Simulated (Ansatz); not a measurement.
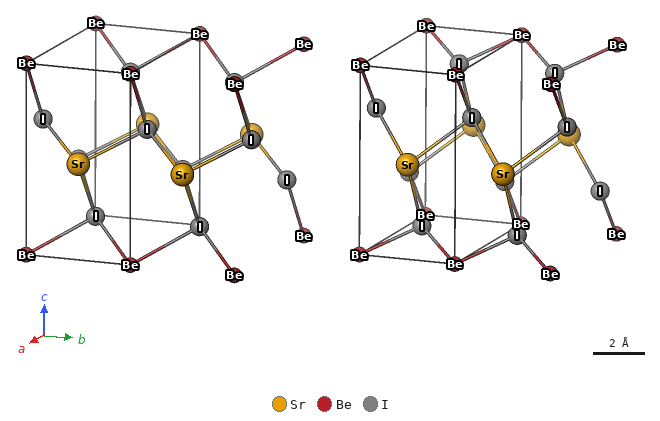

Two geometries of crystalline SrBeI4 (built on the CaPbI4-10 type type), drawn at one scale. One is the start of a relaxation, the other its converged end. The picture is a ball-and-stick view of the cell of the calculation, repeated 1 × 2 × 1 with one cell outlined, seen slightly off an axis.

Theory: DFT, PBEsol, plane waves, PAW in Ansatz. (plane-wave cutoff 420 eV; k-point mesh 4 × 6 × 4; occupations fermi dirac; smearing width 0.03 eV; no spin polarisation; cell and atoms relaxed; force threshold 0.01 eV/Å; at most 120 steps)

Question: Which one is relaxed?

Answer: The right one is the relaxed one. The energy falls by 1.738 eV per cell of the calculation in 7 accepted moves (8 points after the start). Largest force component: 1.3 eV/Å at the start, 0.0053 eV/Å at the end. The pressure goes from −1.91 to 0.00 GPa. At 1 point the geometry stayed and the basis and grid were re-selected for the new cell (energy shift of 3.1 meV per cell of the calculation at most each time). The largest moves relative to the cell, 0.50 Å, are those of I atoms. Sr and Be stay in place. The volume changes by −13.8 %, with a 7.203 → 6.866 Å (−4.7 %), b 4.502 → 4.126 Å (−8.4 %), c 7.862 → 7.755 Å (−1.4 %), β 90.2° → 91.3°. Among the contacts that change: Be–I 3.202 → 2.708 Å, Be–I 3.197 → 2.771 Å, I–Sr 3.114 → 3.217 Å. Among the angles between lasting bonds that change: I–Sr–I 89.8° → 76.4°, I–Sr–I 90.2° → 103.6°, I–Sr–I 92.5° → 80.2°. The space group stays P2/m (No. 10). The run took 100 s on 2 threads of Arm Neoverse V2, on a shared host, peak memory 0.72 GiB.

Limits of the set-up: layers or molecules are held without a dispersion correction, so their spacing is unreliable.
